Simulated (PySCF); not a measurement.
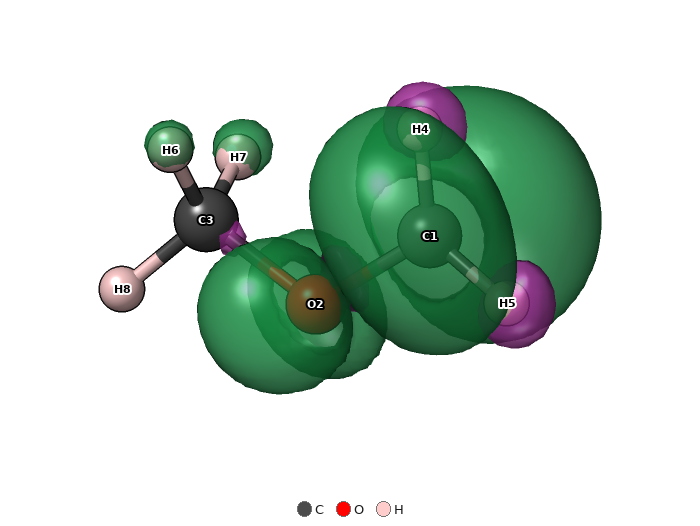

Figure 1: C2H5O, doublet, SMILES `[CH2]OC`. Spin density ρα − ρβ at ±0.01 e/Å³ (green: excess α, purple: excess β).

PySCF calculation, LDA (SVWN)/def2-TZVP, gas phase; geometry: GFN2-xTB. No frequency check shows the geometry to be a minimum. The stability of the open-shell solution wasn't checked. GFN2-xTB doesn't know the spin state, so this open-shell geometry is rough.

Cartesian coordinates (Å):

```
C1      -1.2085    0.2198    0.0616
O2      -0.0797   -0.5367   -0.0253
C3       1.1317    0.1691    0.0062
H4      -1.1610    1.2680   -0.1753
H5      -2.1120   -0.3404   -0.0699
H6       1.1785    0.9143   -0.7964
H7       1.2663    0.6806    0.9664
H8       1.9268   -0.5624   -0.1290
```

### How is the spin shared among the atoms?

Hirshfeld spin populations: C1 +0.63, O2 +0.21, H4 +0.06 and H5 +0.06. ⟨S²⟩ = 0.75, as for a pure state. The picture also shows regions of β spin from spin polarisation; the Hirshfeld sums, whose atoms overlap, net them against the α spin of neighbours.
